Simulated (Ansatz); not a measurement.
```
CELL_PARAMETERS angstrom
5.50564 0.00000 0.00000
-2.75282 4.76802 0.00000
0.00000 0.00000 2.62115
ATOMIC_POSITIONS crystal
Pt 0.50000 0.00000 0.50000
Pt 0.00000 0.50000 0.50000
Pt 0.50000 0.50000 0.50000
C 0.00000 0.00000 0.00000
C 0.00000 0.00000 0.50000
```

Space group P6/mmm; a structure generated by program, which may or may not match a known phase.

These are results of DFT PBE, scalar-relativistic, plane waves, PAW in Ansatz 0.2.0, not measurements.

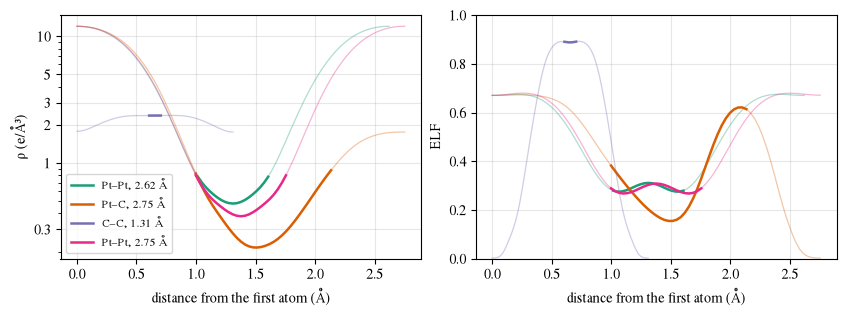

Pt3C2. Valence charge density (pseudo) and ELF along straight lines between neighbouring atoms. Thin, pale parts lie inside the atomic spheres.

Core electrons are frozen (PAW), and the valence fields are smoothed inside the atomic spheres.

What can be read from the curves?

Pt–Pt (2.62 Å): ρ at the midpoint is about 0.48 e/Å³; the ELF is about 0.30 at the midpoint.
Pt–C (2.75 Å): the density is about 0.24 e/Å³ at the midpoint, with its minimum of 0.22 e/Å³ about 1.5 Å from Pt; the ELF is about 0.20 at the midpoint (no localised pair shows between them).
C–C (1.31 Å): the density is about 2.4 e/Å³ at the midpoint; the ELF peaks at about 0.90 between the atoms.
Pt–Pt (2.75 Å): ρ at the midpoint is about 0.38 e/Å³; the ELF is about 0.30 at the midpoint: no localised pair shows between them.
